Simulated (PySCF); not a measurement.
# SiH2Cl2 (dichlorosilane (DCS)) at CCSDT/STO-6G

What is the vertical ionisation energy of SiH2Cl2 (dichlorosilane (DCS)) at CCSDT/STO-6G? 

The results are computed with PySCF 2.14.0.

11 further runs of the same task are left out: 11 set aside as unsound or not needed.

## (1) The structure to begin with

The species is SiH2Cl2 (5 atoms), meant as a singlet with charge 0. As SMILES, `Cl[SiH2]Cl`. The coordinates come from a PBE0-D4/def2-TZVP relaxation.

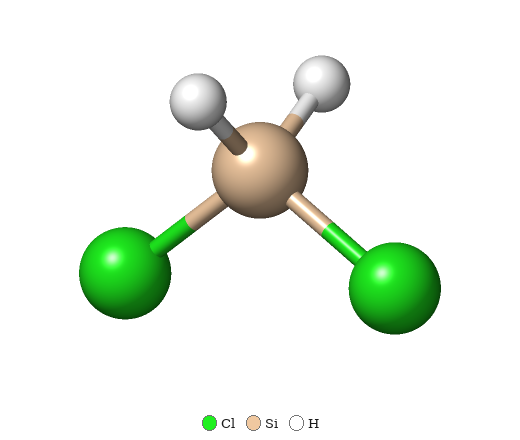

Viewed from a chosen angle; chlorine green, silicon light orange, hydrogen white.

## (2) The energy at CCSDT/STO-6G

The input, input.py:

```python
# Cl[SiH2]Cl
from pyscf import gto, cc

system = gto.Mole()
system.atom = '''
Cl      -1.036100      -0.393400       1.609300
Si       0.136800      -0.071700      -0.028900
Cl      -0.799200       1.196800      -1.324000
H        0.352000      -1.362200      -0.711200
H        1.396500       0.556600       0.413400
'''
system.max_memory = 1860
system.verbose = 4
system.basis = 'sto-6g'
system.build()

myscf = system.RHF()
myscf.conv_tol = 1e-10
myscf.kernel()
if not myscf.converged:
    myscf = myscf.newton().run(myscf.mo_coeff, myscf.mo_occ)

mycc = cc.CCSDT(myscf, frozen=15)
mycc.kernel()
e_tot = mycc.e_tot
print('E = %.10f Eh' % e_tot)
```

Started as:

```
$ OMP_NUM_THREADS=1 python input.py
```

Output:

```text
PySCF version 2.14.0

[INPUT] num. atoms = 5
[INPUT] num. electrons = 50
[INPUT] charge = 0
[INPUT] spin (= nelec alpha-beta = 2S) = 0
[INPUT] symmetry False subgroup None
[INPUT] Mole.unit = angstrom
[INPUT] Symbol           X                Y                Z      unit          X                Y                Z       unit  Magmom
[INPUT]  1 Cl    -1.036100000000  -0.393400000000   1.609300000000 AA   -1.957945237662  -0.743418257404   3.041136252263 Bohr   0.0
[INPUT]  2 Si     0.136800000000  -0.071700000000  -0.028900000000 AA    0.258514533841  -0.135493363131  -0.054613085000 Bohr   0.0
[INPUT]  3 Cl    -0.799200000000   1.196800000000  -1.324000000000 AA   -1.510269118752   2.261624225879  -2.501997388924 Bohr   0.0
[INPUT]  4 H      0.352000000000  -1.362200000000  -0.711200000000 AA    0.665183595847  -2.574184926883  -1.343973219791 Bohr   0.0
[INPUT]  5 H      1.396500000000   0.556600000000   0.413400000000 AA    2.639002532955   1.051821560933   0.781212779895 Bohr   0.0

nuclear repulsion = 191.96342107857
number of shells = 17
number of NR pGTOs = 174
number of NR cGTOs = 29
basis = sto-6g
ecp = {}

******** <class 'pyscf.scf.hf.RHF'> ********
method = RHF
initial guess = minao
damping factor = 0
level_shift factor = 0
DIIS = <class 'pyscf.scf.diis.CDIIS'>
diis_start_cycle = 1
diis_space = 8
diis_damp = 0
SCF conv_tol = 1e-10
SCF conv_tol_grad = None
SCF max_cycles = 50
direct_scf = True
direct_scf_tol = 1e-13
Set gradient conv threshold to 1e-05
Initial guess from minao.
init E= -1204.60455609586
  HOMO = -0.383182727448893  LUMO = 0.164082677253808  gap/eV = 14.89185
cycle= 1 E= -1205.08534373515  delta_E= -0.481  |g|= 0.295  |ddm|=  2.4
  HOMO = -0.379864605786514  LUMO = 0.24977511328847  gap/eV = 17.13337
cycle= 2 E= -1205.13455350716  delta_E= -0.0492  |g|= 0.0547  |ddm|= 0.76
  HOMO = -0.394551221666048  LUMO = 0.290669113196926  gap/eV = 18.64580
cycle= 3 E= -1205.13585827394  delta_E= -0.0013  |g|= 0.0126  |ddm|= 0.103
  HOMO = -0.39733992828951  LUMO = 0.291033262978919  gap/eV = 18.73159
cycle= 4 E= -1205.13599602426  delta_E= -0.000138  |g|= 0.00157  |ddm|= 0.0451
  HOMO = -0.397343807140919  LUMO = 0.290911569204853  gap/eV = 18.72838
cycle= 5 E= -1205.13599832938  delta_E= -2.31e-06  |g|= 0.000178  |ddm|= 0.00643
  HOMO = -0.397333984475061  LUMO = 0.290961851598972  gap/eV = 18.72948
cycle= 6 E= -1205.13599835729  delta_E= -2.79e-08  |g|= 2.31e-05  |ddm|= 0.000707
  HOMO = -0.397336267186215  LUMO = 0.290954168332132  gap/eV = 18.72934
cycle= 7 E= -1205.1359983578  delta_E= -5.09e-10  |g|= 4.97e-06  |ddm|= 9.23e-05
  HOMO = -0.397336602096056  LUMO = 0.290954707757501  gap/eV = 18.72936
cycle= 8 E= -1205.13599835783  delta_E= -2.66e-11  |g|= 8.01e-07  |ddm|= 2.31e-05
  HOMO = -0.397336512379565  LUMO = 0.290954677401882  gap/eV = 18.72936
Extra cycle  E= -1205.13599835783  delta_E= 6.82e-13  |g|= 2.97e-07  |ddm|= 2.3e-06
converged SCF energy = -1205.13599835783

******** <class 'pyscf.cc.rccsdt.RCCSDT'> ********
RCCSDT nocc = 10, nmo = 14
Allocating only the i<=j<=k part of the T3 amplitude in memory
frozen orbitals 15
max_cycle = 50
conv_tol = 1e-07
conv_tol_normt = 1e-06
diis with the T3 amplitude
diis_space = 6
diis_start_cycle = 0
diis_start_energy_diff = 1e+09
einsum_backend: numpy
_make_eris_incore_RCCSDT
blksize  8    blksize_oovv  4    blksize_oooo  4    blksize_vvvv  1

WARN: A large `blksize` is being used, which may cause large memory consumption
      for storing contraction intermediates. If memory is sufficient, consider using
      `pyscf.cc.rccsdt_highm.RCCSDT` instead.

Approximate memory usage estimate
    T3 memory                 110 KB
    R3 memory                 110 KB
    Symmetrized T3 memory    55.0 KB
    ERIs memory               300 KB
    T1-ERIs memory            300 KB
    Intermediates memory      300 KB
    Block workspace           112 KB
    T3 einsum buffer          112 KB
Init t2, MP2 energy = -1205.181553556911  E_corr(MP2) -0.045555199085
Init E_corr(RCCSDT) = -0.0455551990847482
cycle =  1  E_corr(RCCSDT) = -0.056816908190  dE = -1.126170910571e-02  norm(d tamps) = 4.77451833e-02
cycle =  2  E_corr(RCCSDT) = -0.061557925517  dE = -4.741017326561e-03  norm(d tamps) = 1.83388372e-02
cycle =  3  E_corr(RCCSDT) = -0.063788851272  dE = -2.230925755454e-03  norm(d tamps) = 7.19229230e-03
cycle =  4  E_corr(RCCSDT) = -0.064239950986  dE = -4.510997139342e-04  norm(d tamps) = 1.99492969e-03
cycle =  5  E_corr(RCCSDT) = -0.064256187848  dE = -1.623686162928e-05  norm(d tamps) = 3.85807158e-04
cycle =  6  E_corr(RCCSDT) = -0.064256200469  dE = -1.262057695850e-08  norm(d tamps) = 1.21424630e-04
cycle =  7  E_corr(RCCSDT) = -0.064255308782  dE =  8.916866497122e-07  norm(d tamps) = 3.01838056e-05
cycle =  8  E_corr(RCCSDT) = -0.064255308699  dE =  8.338070511815e-11  norm(d tamps) = 9.71976646e-06
cycle =  9  E_corr(RCCSDT) = -0.064255159655  dE =  1.490436193491e-07  norm(d tamps) = 3.73293306e-06
cycle = 10  E_corr(RCCSDT) = -0.064255231169  dE = -7.151383164816e-08  norm(d tamps) = 1.17631437e-06
cycle = 11  E_corr(RCCSDT) = -0.064255239191  dE = -8.022207564906e-09  norm(d tamps) = 2.97494238e-07
RCCSDT converged
E(RCCSDT) = -1205.200253597017   E_corr = -0.06425523919100258
E_corr(same-spin) = -0.00379439520412013
E_corr(oppo-spin) = -0.0604608439868825
E = -1205.2002535970 Eh
```

Run time: 1.8 s. Hardware: 1 thread of Arm Neoverse V2, shared host; peak memory 0.12 GiB.

## (3) The doublet cation at the same level

The input, calc.py:

```python
from pyscf import gto, cc

mol = gto.M(
    atom='''
Cl      -1.036100      -0.393400       1.609300
Si       0.136800      -0.071700      -0.028900
Cl      -0.799200       1.196800      -1.324000
H        0.352000      -1.362200      -0.711200
H        1.396500       0.556600       0.413400
''',
    charge=1,
    spin=1,
    basis='sto-6g',
    verbose=3,
    max_memory=1860,
)

mf = mol.UHF()
mf.conv_tol = 1e-10
mf.kernel()
if not mf.converged:
    mf = mf.newton().run(mf.mo_coeff, mf.mo_occ)

mycc = cc.CCSDT(mf, frozen=15)
mycc.kernel()
e_final = mycc.e_tot
print(f'total energy: {e_final:.8f} hartree')
```

Started as:

```
$ OMP_NUM_THREADS=1 python calc.py
```

Output:

```text
converged SCF energy = -1204.74502988423  <S^2> = 0.76171236  2S+1 = 2.0116783
_make_eris_incore_UCCSDT

WARN: A large `blksize_v_aaa` is being used, which may cause large memory consumption
      for storing contraction intermediates. If memory is sufficient, consider using
      `pyscf.cc.uccsdt_highm.UCCSDT` instead.

WARN: A large `blksize_v_aab` is being used, which may cause large memory consumption
      for storing contraction intermediates. If memory is sufficient, consider using
      `pyscf.cc.uccsdt_highm.UCCSDT` instead.

UCCSDT converged
E(UCCSDT) = -1204.841280753972   E_corr = -0.09625086974508527
E_corr(same-spin) = -0.0185761329981302
E_corr(oppo-spin) = -0.0776747367469551
total energy: -1204.84128075 hartree
```

Wall time 3.6 s (1 thread of Arm Neoverse V2, shared host); peak memory 0.13 GiB.

## (4) Results

Level: CCSDT/STO-6G, 15 core orbitals frozen.

| quantity | value |
| --- | --- |
| singlet SiH2Cl2: total energy | -1205.20025 Eh |
| singlet SiH2Cl2: dipole moment (Hartree–Fock density) | 2.96 D |
| singlet SiH2Cl2: HOMO energy (Hartree–Fock orbitals) | -10.81 eV |
| singlet SiH2Cl2: LUMO energy (Hartree–Fock orbitals) | 7.92 eV |
| singlet SiH2Cl2: HOMO–LUMO gap (Hartree–Fock orbitals) | 18.73 eV |
| singlet SiH2Cl2: correlation energy (15 core orbitals frozen) | -64.3 mEh |
| singlet SiH2Cl2: T1 diagnostic | 0.005 |
| doublet cation: total energy | -1204.84128 Eh |
| doublet cation: HOMO energy (Hartree–Fock orbitals) (highest over α and β) | -15.31 eV |
| doublet cation: LUMO energy (Hartree–Fock orbitals) (lowest over α and β) | -10.46 eV |
| doublet cation: correlation energy (15 core orbitals frozen) | -96.3 mEh |
| doublet cation: ⟨S²⟩ of the reference determinant | 0.762 |
| doublet cation: T1 diagnostic | 0.011 |
| vertical ionisation energy (to the doublet cation) | 9.768 eV |

What this shows: Removing an electron at fixed nuclei costs 9.77 eV (942 kJ/mol). In a minimal basis such a difference can be off by several eV, whatever the method. Mulliken charges (singlet SiH2Cl2) of the mean-field density run from -0.36 on Cl1 to +0.93 on Si2. Mulliken charges (doublet cation) of the mean-field density run from -0.01 on Cl1 to +0.94 on Si2.
